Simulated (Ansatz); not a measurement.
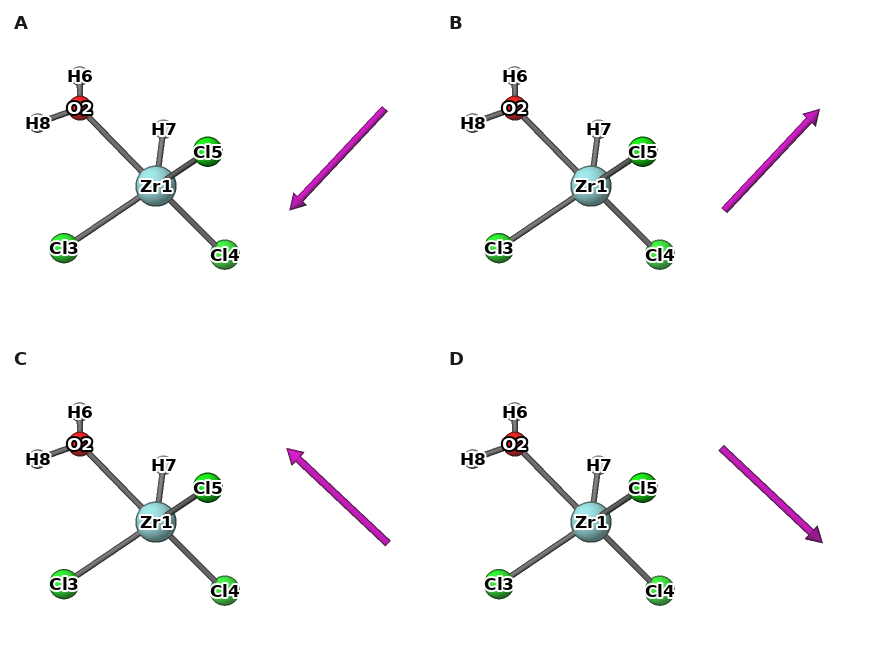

The same molecule four times, each with an arrow. Charge 0, singlet. The computed structure is the end point of a PBE0-D4/def2-TZVP optimisation. Properties computed with RKS PBE0-D4/def2-TZVP, core potentials on Zr (Ansatz 0.2.0).

Question: Which arrow points along the dipole moment, from the negative to the positive end?

Answer: C. The dipole moment is 4.93 D; it points from the side of Cl4 to the side of H6, H8 (the outermost atoms at the two ends).
